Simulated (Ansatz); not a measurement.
```
Rb As
1.0
     7.29795    0.00000    0.00000
     0.00000    7.29795    0.00000
     0.00000    0.00000    7.29795
Rb As
4 1
Direct
  0.50000 0.50000 0.50000
  0.00000 0.50000 0.50000
  0.50000 0.00000 0.50000
  0.50000 0.50000 0.00000
  0.00000 0.00000 0.00000
```

Space group Pm-3m; a structure generated by program, which may or may not match a known phase; computed without spin polarisation.

Theory: Ansatz, DFT PBE, scalar-relativistic, plane waves, PAW.

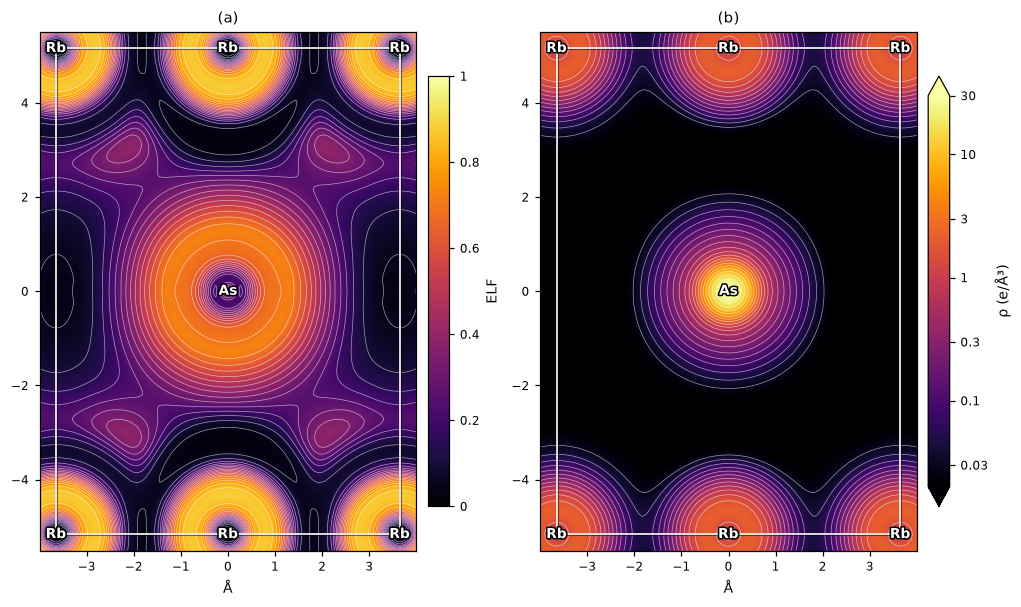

Rb$_{4}$As. (a) electron localisation function; (b) valence charge density (pseudo) on the (11̄0) plane of the conventional cell.

Core electrons are frozen (PAW), and the valence fields are smoothed inside the atomic spheres.

Question: Interpret the plot.

Answer: The section cuts through Rb and As sites. Rb–Rb (3.65 Å): ρ is about 0.05 e/Å³ halfway; the ELF is about 0.05 at the midpoint: no localised pair shows between them. Between the atoms the lowest density in this plane is 0.005 e/Å³. The features right at Rb lie inside the PAW spheres, where the map follows smoothed inner orbitals and isn't to be read closely.
